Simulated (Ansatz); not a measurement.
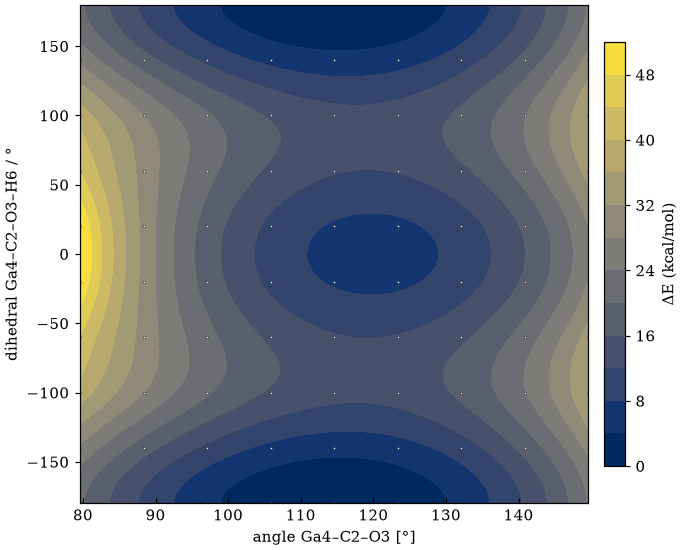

CH₄GaNO, SMILES N=[C](O)[GaH2]. 
- First axis: angle Ga4–C2–O3. Second axis: dihedral Ga4–C2–O3–H6.
- Nothing is relaxed (all other coordinates rigid).
- Grid: 9 × 9 points.
- Points are written as (first, second).
- Energies: kcal/mol, counted from the lowest grid point.
- Theory: Ansatz, RKS r2SCAN-D4/def2-TZVP.

The picture shows filled contours, dots at the grid points. Between grid points the surface is interpolated.

The lowest grid point is at (114.6°, −180°). There is a further well near (123.4°, −20°) (7.3 kcal/mol above the lowest at that grid point). The highest grid point, (79.6°, 20°), lies 51.7 kcal/mol above the lowest. On the interpolated surface the easiest way out of the lowest well to the well at about (120°, 0°) passes a barrier of about 14 kcal/mol. Round the minimum the two coordinates are nearly uncoupled.

The level of theory is changed to RHF/def2-TZVP (Ansatz 0.2.0); with it change the reference geometry, relaxed at the new level; the new grid has 15 × 15 points, laid about the new relaxed structure.

> How does the landscape change?

The minimum (interpolated where it lies between grid points) moves from (114.6°, −180°) to (114.9°, −180°). The easiest pass out of the lowest well goes from about 14 to about 12 kcal/mol on the interpolated surfaces.

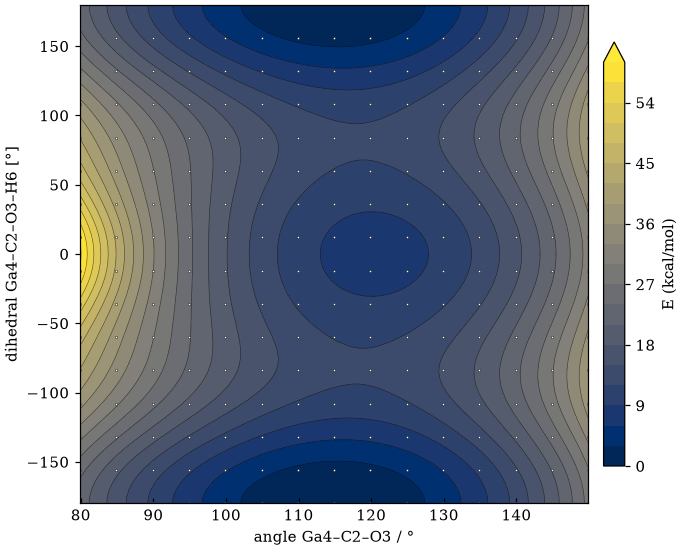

The map after the change, on a colour scale of its own. The picture shows filled contours, dots at the grid points, one colour for all values above the top of the scale. Between grid points the surface is interpolated.
